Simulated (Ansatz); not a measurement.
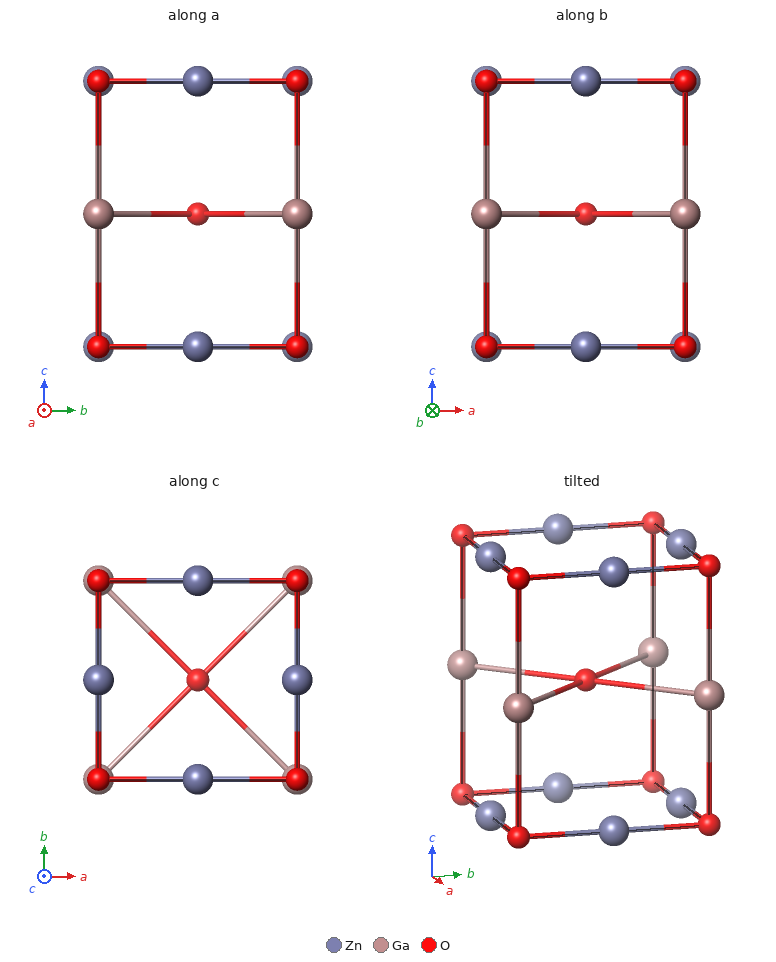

The figure gives a ball-and-stick picture of the atoms, viewed along the a axis, along the b axis, along the c axis and slightly off an axis. Atoms at the boundary of the conventional unit cell (the box) are drawn once for each face, edge or corner they touch.

Lattice parameters: a = 3.8998 Å, b = 3.8998 Å, c = 5.2151 Å, α = 90.000°, β = 90.000°, γ = 90.000°.

**Reconstruct the structure as a CIF with its space group and independent sites.**

```cif
data_structure
_symmetry_space_group_name_H-M 'P 4/m m m'
_symmetry_Int_Tables_number 123
_cell_length_a 3.8998
_cell_length_b 3.8998
_cell_length_c 5.2151
_cell_angle_alpha 90.000
_cell_angle_beta 90.000
_cell_angle_gamma 90.000
_cell_volume 79.31
loop_
_atom_site_label
_atom_site_type_symbol
_atom_site_symmetry_multiplicity
_atom_site_Wyckoff_symbol
_atom_site_fract_x
_atom_site_fract_y
_atom_site_fract_z
_atom_site_occupancy
Zn1 Zn 2 f 0.0000 0.5000 0.0000 1
Ga1 Ga 1 b 0.0000 0.0000 0.5000 1
O1 O 1 d 0.5000 0.5000 0.5000 1
O2 O 1 a 0.0000 0.0000 0.0000 1
```

It goes back to a random cell made by a generator, so it need not be a real form of the compound. It is drawn as it came out of a relaxation with Ansatz 0.2.0, DFT PBE, scalar-relativistic, plane waves, PAW.
